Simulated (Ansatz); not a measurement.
Consider Cl2H6N2Ni (trans-NiCl2(NH3)2) (triplet).

Input

```
crystal:
  periodic: [false, false, false]
  atoms:
    - {symbol: Ni, position_ang: [0.000553, 0.000021, -0.000373]}
    - {symbol: Cl, position_ang: [2.242652, 0.005657, 0.032782]}
    - {symbol: N, position_ang: [-0.006426, 2.059235, -0.002605]}
    - {symbol: H, position_ang: [0.051462, 2.435052, 0.953948]}
    - {symbol: H, position_ang: [-0.881230, 2.413455, -0.415328]}
    - {symbol: H, position_ang: [0.807232, 2.428920, -0.514058]}
    - {symbol: Cl, position_ang: [-2.241154, -0.005602, -0.040525]}
    - {symbol: N, position_ang: [0.007054, -2.059220, 0.004098]}
    - {symbol: H, position_ang: [-0.125666, -2.435382, -0.944815]}
    - {symbol: H, position_ang: [-0.765084, -2.430996, 0.574720]}
    - {symbol: H, position_ang: [0.910605, -2.411129, 0.352175]}
basis:
  gaussian: {orbitals: def2-TZVP, initial_orbitals: start.molden}
magnetization: {spin_polarized: true, initial_magnetization: 2}
hamiltonian: {xc: pbe0, dispersion: d4}
scf: {omitted_lower_state_checks: [starts]}
output: {orbitals: {seedname: orbitals}}
```

Run with:

```sh
ansatz run in.yaml --threads 4 --pin off --events-out ev --progress --plain --max-ram 8704MiB
```

Geometry: PBE-D4/def2-SVP.

Method: UKS PBE0-D4/def2-TZVP in Ansatz.

Q: Predict the electron density, electron localisation function and spin density between the atoms.

A: Ni–N (2.06 Å): the density is about 0.52 e/Å³ at the midpoint; the ELF peaks at about 0.95 in the valence shell of N, 0.7 Å from its nucleus, and is about 0.20 at the midpoint.
Ni–Cl (2.24 Å): ρ at the midpoint is about 0.57 e/Å³; the ELF peaks at about 0.85 in the valence shell of Cl, 0.9 Å from its nucleus, and is about 0.40 at the midpoint.
The unpaired spin (2 electrons) lies mostly on Ni1 (about 1.7), Cl7 (about 0.1) and Cl2 (about 0.1), in electrons by Hirshfeld's partition.

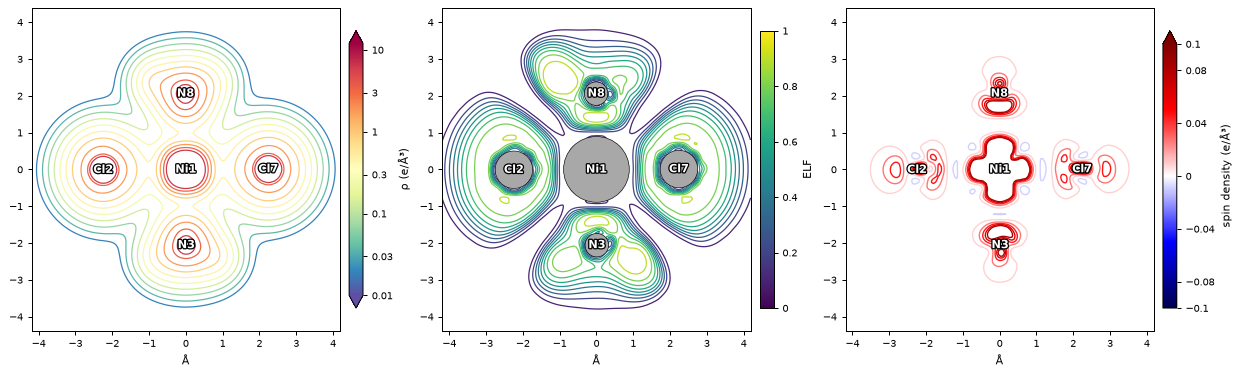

Computed electron density, electron localisation function and spin density on the plane of atoms N3, Ni1 and Cl7, in this order. Grey discs cover the atomic cores in the ELF map. 
